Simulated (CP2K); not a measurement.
# CH6O2Si2 (SMILES O=C([SiH3])[SiH2]O): IPEA1-xTB

Aim: the energy difference between two shapes of CH6O2Si2 at IPEA1-xTB, from 2 runs. 

The results are computed with CP2K 2026.2.

1 further run of the same task is left out (set aside as unsound or not needed).

## Step 1: The system as given

CH6O2Si2: 11 atoms, total charge 0, spin state singlet. SMILES: `O=C([SiH3])[SiH2]O`. The coordinates come from a GFN2-xTB relaxation. This is one conformer, not always the lowest.

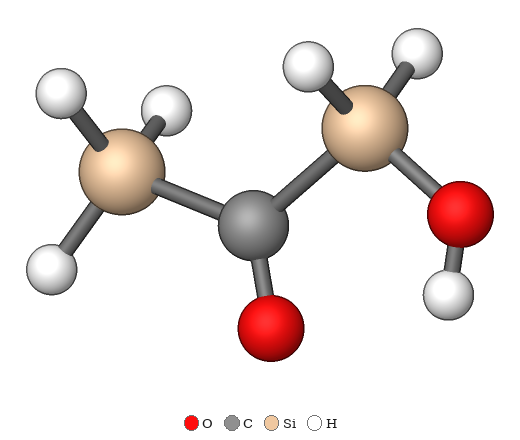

The structure, seen from a chosen angle (oxygen red, carbon grey, silicon light orange, hydrogen white).

## Step 2: Energy and forces at IPEA1-xTB

Contents of molecule.xyz:

```xyz
11

O      0.191520    -1.509660    -0.881610
C      0.219350    -0.509100    -0.180040
Si     1.607060    -0.311210     1.137370
Si    -1.193500     0.771340    -0.499530
O     -2.128810     0.101480    -1.636310
H      0.941950    -0.346020     2.439590
H      2.566040    -1.399530     0.987880
H      2.217520     0.997160     0.904100
H     -1.964290     0.948690     0.724420
H     -0.596320     2.003270    -1.002080
H     -1.860530    -0.746430    -1.993780
```

Contents of job.inp:

```
&GLOBAL
  PROJECT job
  RUN_TYPE ENERGY_FORCE
  PRINT_LEVEL MEDIUM
&END GLOBAL

&FORCE_EVAL
  METHOD QUICKSTEP
  &DFT
    CHARGE 0
    MULTIPLICITY 1
    &QS
      METHOD XTB
      EPS_DEFAULT 1.0E-10
      &XTB
        GFN_TYPE TBLITE
        &TBLITE
          METHOD IPEA1
        &END TBLITE
        CHECK_ATOMIC_CHARGES F
      &END XTB
    &END QS
    &POISSON
      PERIODIC NONE
      POISSON_SOLVER ANALYTIC
    &END POISSON
    &SCF
      SCF_GUESS ATOMIC
      EPS_SCF 1.0E-06
      MAX_SCF 150
      ADDED_MOS 4
      &DIAGONALIZATION
        ALGORITHM STANDARD
      &END DIAGONALIZATION
      &MIXING
        METHOD DIRECT_P_MIXING
        ALPHA 0.4
      &END MIXING
      &SMEAR ON
        METHOD FERMI_DIRAC
        ELECTRONIC_TEMPERATURE [K] 300
      &END SMEAR
    &END SCF
    &PRINT
      &MOMENTS
        PERIODIC F
        REFERENCE COM
        MAX_MOMENT 1
      &END MOMENTS
      &MO ON
        ENERGIES T
        OCCUPATION_NUMBERS T
        NDIGITS 6
        &EACH
          QS_SCF 0
        &END EACH
        ADD_LAST NUMERIC
      &END MO
      &HIRSHFELD OFF
      &END HIRSHFELD
    &END PRINT
  &END DFT
  &SUBSYS
    &CELL
      ABC [angstrom] 20.7 19.5 20.4
      PERIODIC NONE
    &END CELL
    &TOPOLOGY
      COORD_FILE_NAME molecule.xyz
      COORD_FILE_FORMAT XYZ
      &CENTER_COORDINATES
      &END CENTER_COORDINATES
    &END TOPOLOGY
  &END SUBSYS
  &PRINT
    &FORCES ON
    &END FORCES
  &END PRINT
&END FORCE_EVAL
```

Run with:

```bash
$ OMP_NUM_THREADS=1 cp2k.psmp -i job.inp > job.out 2>&1
```

What it wrote:

```text
CP2K| version string:                                       CP2K version 2026.2
[...]
 GLOBAL| Method name                                                        CP2K
[...]
 GLOBAL| Run type                                                   ENERGY_FORCE
[...]
                             - Atoms:                                         11
[...]
                             - Spherical basis functions:                     45
[...]
 Number of electrons:                                                         30
[...]
  *** SCF run converged in    19 steps ***
[...]
  Fermi energy:                                                -0.33960034384639
[...]
 TB_DIPOLE| Moment [Debye]         -0.17976921       0.90295770       0.45909302
 TB_DIPOLE| Derivative [a.u.]       0.00000000       0.00000000       0.00000000
[...]
 ENERGY| Total FORCE_EVAL ( QS ) energy [hartree]            -19.074950968940506
 FORCES| Atomic forces [hartree/bohr]
 FORCES|   Atom     x               y               z               |f|
 FORCES|      1 -2.28551051E-03 -1.49669740E-02 -1.21648887E-02   1.94221107E-02
 FORCES|      2  8.09615630E-03  2.34216239E-02  2.24335571E-02   3.34273047E-02
 FORCES|      3  7.56800737E-03 -5.05668556E-03  2.99981308E-03   9.58351099E-03
 FORCES|      4 -2.08374598E-02  4.09584060E-04 -1.59071904E-02   2.62184324E-02
 FORCES|      5  2.53885159E-02  1.94924669E-03  1.99169537E-02   3.23274086E-02
 FORCES|      6  7.96623094E-03  1.76384746E-03 -1.14229828E-02   1.40376825E-02
 FORCES|      7 -7.12130323E-03  9.67452555E-03  2.89866373E-03   1.23576558E-02
 FORCES|      8 -4.91172659E-03 -1.19156436E-02  4.44759985E-03   1.36341030E-02
 FORCES|      9  6.65545759E-03  2.06837364E-03 -1.07041491E-02   1.27731004E-02
 FORCES|     10 -7.01943770E-03 -8.74891206E-03  6.76096625E-03   1.30968176E-02
 FORCES|     11 -1.34989303E-02  1.40101386E-03 -9.25834264E-03   1.64286599E-02
 FORCES| Sum    -2.77555756E-17 -1.30537942E-16  1.64798730E-16
 FORCES| Total atomic force                                       2.12059302E-16
[...]
```

Run time: 0.3 s. Hardware: 1 thread of Arm Neoverse V1, shared host.

## Step 3: The distorted shape, same level

Contents of molecule.xyz:

```xyz
11

O      0.281524    -1.484919    -0.942532
C      0.192446    -0.602929    -0.314921
Si     1.557009    -0.348705     1.132393
Si    -1.275062     0.707082    -0.489898
O     -2.165125     0.187687    -1.586844
H      1.069544    -0.147738     2.547031
H      2.494602    -1.402478     0.860556
H      2.195135     1.089558     0.998219
H     -1.916494     1.097645     0.578954
H     -0.626821     2.047020    -0.957162
H     -1.828888    -0.742680    -1.950708
```

Contents of run.inp:

```
&GLOBAL
  PROJECT_NAME run
  RUN_TYPE ENERGY_FORCE
  PRINT_LEVEL MEDIUM
&END GLOBAL
&FORCE_EVAL
  METHOD QS
  &DFT
    ! Quickstep
    &QS
      METHOD XTB
      EPS_DEFAULT 1.0E-10
      &XTB
        GFN_TYPE TBLITE
        &TBLITE
          METHOD IPEA1
        &END TBLITE
        CHECK_ATOMIC_CHARGES F
      &END XTB
    &END QS
    &POISSON
      PERIODIC NONE
      POISSON_SOLVER ANALYTIC
    &END POISSON
    ! SCF settings
    &SCF
      SCF_GUESS ATOMIC
      EPS_SCF 1.0E-06
      MAX_SCF 150
      ADDED_MOS 4
      &DIAGONALIZATION
        ALGORITHM STANDARD
      &END DIAGONALIZATION
      &MIXING
        METHOD DIRECT_P_MIXING
        ALPHA 0.4
      &END MIXING
      &SMEAR ON
        METHOD FERMI_DIRAC
        ELECTRONIC_TEMPERATURE [K] 300
      &END SMEAR
    &END SCF
    &PRINT
      &MOMENTS
        PERIODIC F
        REFERENCE COM
        MAX_MOMENT 1
      &END MOMENTS
      &MO ON
        ENERGIES T
        OCCUPATION_NUMBERS T
        NDIGITS 6
        &EACH
          QS_SCF 0
        &END EACH
        ADD_LAST NUMERIC
      &END MO
      &HIRSHFELD OFF
      &END HIRSHFELD
    &END PRINT
  &END DFT
  &SUBSYS
    &CELL
      ABC 20.7 19.5 20.5
      PERIODIC NONE
    &END CELL
    &TOPOLOGY
      COORD_FILE_NAME molecule.xyz
      COORD_FILE_FORMAT XYZ
      &CENTER_COORDINATES
      &END CENTER_COORDINATES
    &END TOPOLOGY
  &END SUBSYS
  &PRINT
    &FORCES ON
    &END FORCES
  &END PRINT
&END FORCE_EVAL
```

Run with:

```bash
$ OMP_NUM_THREADS=1 cp2k.psmp -i run.inp > run.out 2>&1
```

What it wrote:

```text
CP2K| version string:                                       CP2K version 2026.2
[...]
 GLOBAL| Method name                                                        CP2K
[...]
 GLOBAL| Run type                                                   ENERGY_FORCE
[...]
                             - Atoms:                                         11
[...]
                             - Spherical basis functions:                     45
[...]
 Number of electrons:                                                         30
[...]
  *** SCF run converged in    17 steps ***
[...]
  Fermi energy:                                                -0.31451946661411
[...]
 TB_DIPOLE| Moment [Debye]         -0.69563750      -0.34840658      -0.12555184
 TB_DIPOLE| Derivative [a.u.]       0.00000000       0.00000000       0.00000000
[...]
 ENERGY| Total FORCE_EVAL ( QS ) energy [hartree]            -18.987522430664082
 FORCES| Atomic forces [hartree/bohr]
 FORCES|   Atom     x               y               z               |f|
 FORCES|      1  2.63609952E-02 -2.66295589E-01 -1.94060374E-01   3.30556609E-01
 FORCES|      2 -2.24317677E-02  2.74279418E-01  2.17678998E-01   3.50879651E-01
 FORCES|      3  1.29763491E-02  4.26846332E-02  1.21363313E-02   4.62347714E-02
 FORCES|      4  9.77993307E-02  4.90106200E-02 -3.34402586E-02   1.14389689E-01
 FORCES|      5 -1.46399641E-02 -1.09158755E-01 -8.26862860E-02   1.37720675E-01
 FORCES|      6  7.89975593E-03 -1.11480101E-02 -2.75919309E-02   3.07895911E-02
 FORCES|      7  6.55532768E-04  4.26062437E-03  7.72078488E-03   8.84268977E-03
 FORCES|      8 -1.50672061E-02 -4.24637405E-02  2.04158276E-04   4.50580918E-02
 FORCES|      9 -4.20244615E-02  2.07578877E-02  7.45869204E-02   8.80917360E-02
 FORCES|     10 -1.16052821E-02 -3.05152568E-02  1.16545930E-02   3.46654440E-02
 FORCES|     11 -3.99232821E-02  6.85881682E-02  1.37970638E-02   8.05516247E-02
 FORCES| Sum     4.85722573E-17  1.94289029E-16  3.41740525E-16
 FORCES| Total atomic force                                       3.96098570E-16
[...]
```

It took 0.3 s on 1 thread of Arm Neoverse V1, shared host.

## Step 4: What came out

At IPEA1-xTB:

| quantity | value |
| --- | --- |
| first shape: total energy | -19.07495 Eh |
| first shape: dipole moment (from atomic charges alone) | 1.03 D |
| first shape: HOMO energy | -10.11 eV |
| first shape: LUMO energy | -8.38 eV |
| first shape: HOMO–LUMO gap | 1.72 eV |
| first shape: largest force on an atom | 1.719 eV/Å |
| distorted shape: total energy | -18.98752 Eh |
| distorted shape: dipole moment (from atomic charges alone) | 0.79 D |
| distorted shape: HOMO energy | -9.53 eV |
| distorted shape: LUMO energy | -7.66 eV |
| distorted shape: HOMO–LUMO gap | 1.87 eV |
| distorted shape: largest force on an atom | 18.043 eV/Å |
| energy change with the atoms displaced | 2.379 eV |

What this shows: With the atoms displaced the energy rises by 2.38 eV (230 kJ/mol). The first shape isn't relaxed at this level, so the change isn't measured from a minimum. The largest force (first shape) is 1.72 eV/Å: the shape isn't a stationary point for this species at this level. The dipole (first shape) comes from point charges on the atoms alone, without atomic dipoles, so it is partial. The dipole (distorted shape) comes from point charges on the atoms alone, without atomic dipoles, so it is partial.
